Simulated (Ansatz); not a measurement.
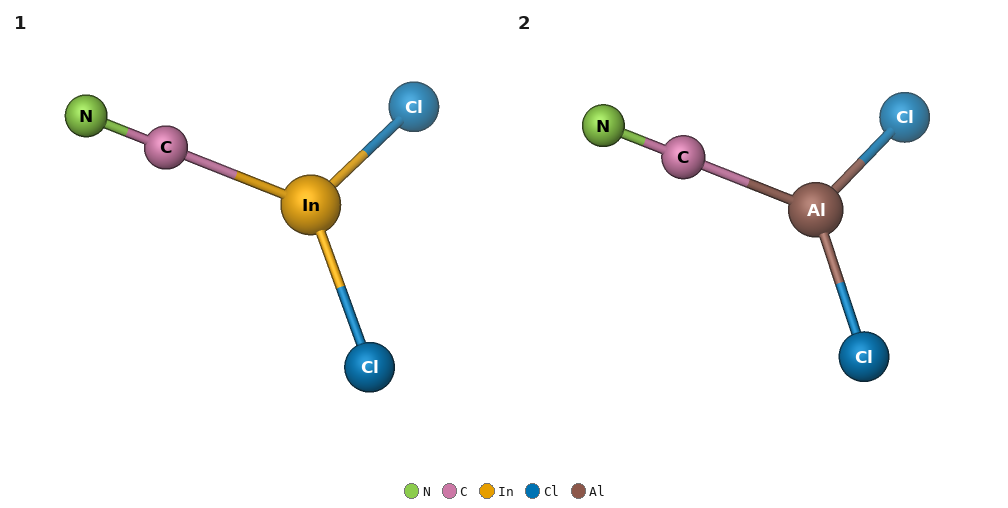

2 molecules with one skeleton, seen from the same side and at one scale. Each species is neutral and a spin singlet. Computed geometries: PBE0-D4/def2-TZVP optimisations, one conformation each. Properties computed with Ansatz 0.2.0. Elements past Kr carry core potentials.

One atom differs, called X below: In in panel 1, Al in panel 2. Their formulas are CCl2InN (`N#[C][In]([Cl])[Cl]`), CAlCl2N (`N#[C][Al]([Cl])[Cl]`).

> In which is the angle Cl–X–Cl larger (PBE0-D4/def2-TZVP)?

In panel 2 (X = Al).

> In which is the dipole moment larger (B3LYP-D4/def2-TZVPP)?

In panel 2 (X = Al).

Give the values. With PBE0-D4/def2-TZVP: length of X–C (Å), mean length of X–Cl (Å), angle Cl–X–Cl (°). With ωB97M-V/def2-SVP: HOMO energy (Kohn–Sham orbital) (eV), HOMO–LUMO gap (eV). With B3LYP-D4/def2-TZVPP: dipole moment (D).

| quantity | 1 (In) | 2 (Al) | 2 − 1 |
| --- | --- | --- | --- |
| length of X–C (Å) | 2.090 | 1.912 | −0.178 |
| mean length of X–Cl (Å) | 2.288 | 2.062 | −0.226 |
| angle Cl–X–Cl (°) | 118.6 | 122.6 | +4.0 |
| HOMO energy (Kohn–Sham orbital) (eV) | −11.72 | −11.97 | −0.25 |
| HOMO–LUMO gap (eV) | 10.96 | 11.68 | +0.72 |
| dipole moment (D) | 1.84 | 2.41 | +0.57 |
